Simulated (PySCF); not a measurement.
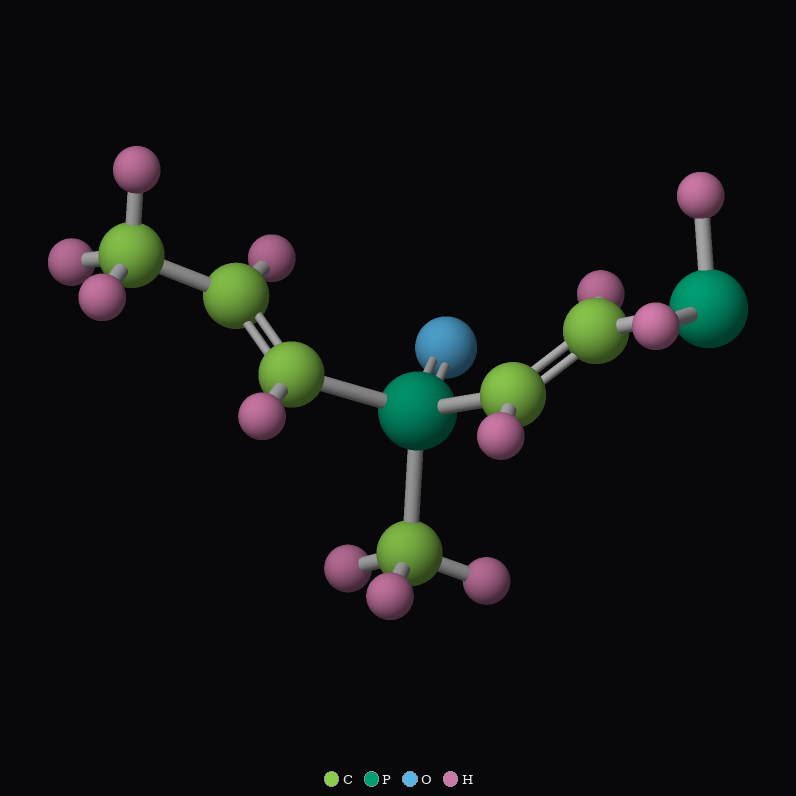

The picture shows a molecular structure as a ball-and-stick model.

Give the formula.

C₆H₁₂OP₂, 21 atoms: 6 carbon, 12 hydrogen, 1 oxygen and 2 phosphorus.

Write the SMILES.

C/C=C/[P@@](C)(=O)/C=C/P

Which point group does it belong to?

C1.

Name some functional groups or characteristic bonds that it holds.

Among them: alkene.

Describe its rings.

It has no ring.

More results for the same structure follow; atom numbers are the same in all pictures, views and colours differ. Computed geometry: PBE0-D3(BJ)/def2-SVP optimisation. No frequency run is at hand to confirm it as a minimum.

**Geometry**

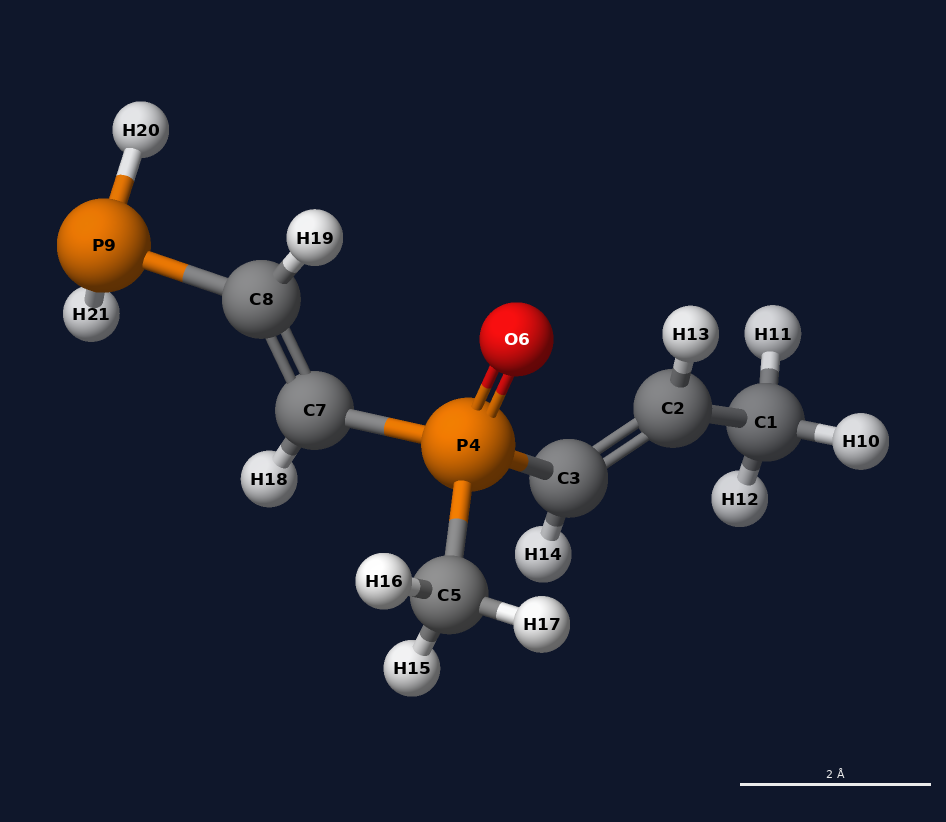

No frequency run is at hand to confirm it as a minimum.

Give the bond lengths. Leave out bonds to hydrogen.

```csv
bond,length (Å),order
C1–C2,1.489,single
C2–C3,1.338,double
C3–P4,1.803,single
P4–C5,1.816,single
P4–O6,1.501,double
P4–C7,1.810,single
C7–C8,1.339,double
C8–P9,1.818,single
```

**NMR shielding**

The questions are on isotropic NMR shieldings of the C atoms. No frequency run is at hand to confirm it as a minimum. Properties computed with GIAO CAM-B3LYP/pcSseg-1 NMR shielding, non-relativistic, gas phase (PySCF 2.14.0).

List the isotropic NMR shieldings of the C atoms.

```json
{"atom": "C1", "σ (ppm)": "160.2"}
{"atom": "C2", "σ (ppm)": "21.9"}
{"atom": "C3", "σ (ppm)": "48.9"}
{"atom": "C5", "σ (ppm)": "162.7"}
{"atom": "C7", "σ (ppm)": "39.2"}
{"atom": "C8", "σ (ppm)": "25.8"}
```

**Levels of theory compared**

No frequency run is at hand to confirm it as a minimum. Program: PySCF 2.14.0.

At this fixed geometry, give dipole (D) at these levels: CAM-B3LYP/def2-SVPD; CAM-B3LYP/pcSseg-1; PBE0/pcSseg-1; PBE0/pcSseg-1 in benzene (IEF-PCM); PBE0/pcSseg-1 in chloroform (IEF-PCM).

```csv
level,dipole (D)
CAM-B3LYP/def2-SVPD,4.11
CAM-B3LYP/pcSseg-1,3.97
PBE0/pcSseg-1,3.97
PBE0/pcSseg-1 in benzene (IEF-PCM),4.58
PBE0/pcSseg-1 in chloroform (IEF-PCM),5.01
```

**Quadrupole coupling**

No frequency run is at hand to confirm it as a minimum. Electric field gradients from the ground-state density, PBE0/pcSseg-1 (PySCF 2.14.0), non-relativistic apart from any core potentials.

Give the largest field-gradient component, the quadrupole coupling constant and the asymmetry for 17O at O6 (Q = −25.6 mb), 2H at H10 (Q = 2.86 mb), 2H at H11 (Q = 2.86 mb).

```
atom  V_zz (a.u.)  e²qQ/h (MHz)     η
  O6        1.006         −6.05  0.09
 H10        0.288         0.193  0.03
 H11        0.288         0.193  0.03
```

**Excitation**

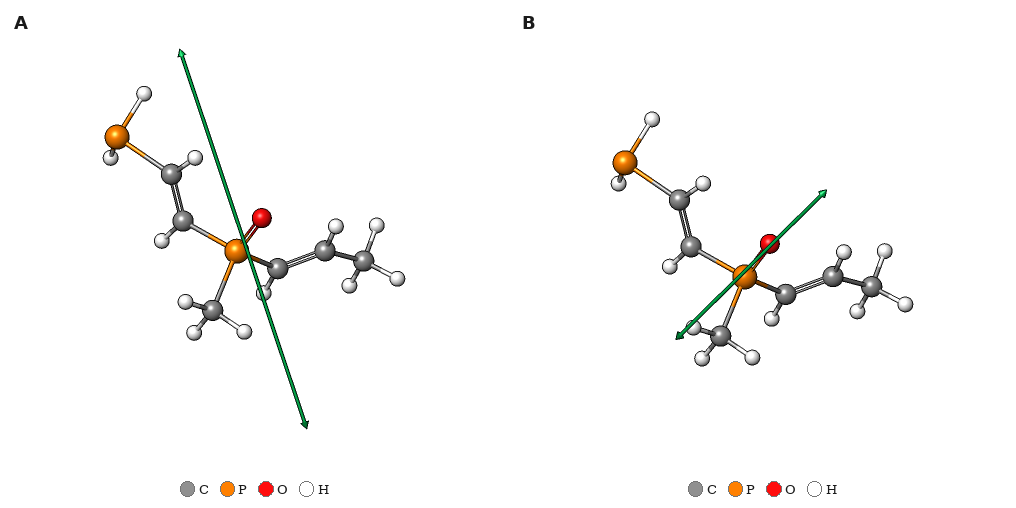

The double arrows show the directions of two transition dipoles from the ground state (lengths mean nothing). No frequency run is at hand to confirm it as a minimum. Level of theory: TDDFT CAM-B3LYP/def2-SVPD, vertical, gas phase, core orbitals frozen in the response (PySCF 2.14.0).

One belongs to singlet state 6 and one to singlet state 9. Which is which?

A: state 9, 7.14 eV (174 nm), oscillator strength 0.051, of mixed character, with the largest part HOMO−1 → LUMO+1 (weight 0.29).
B: state 6, 6.82 eV (182 nm), oscillator strength 0.029, mainly HOMO → LUMO+5 (weight 0.52).
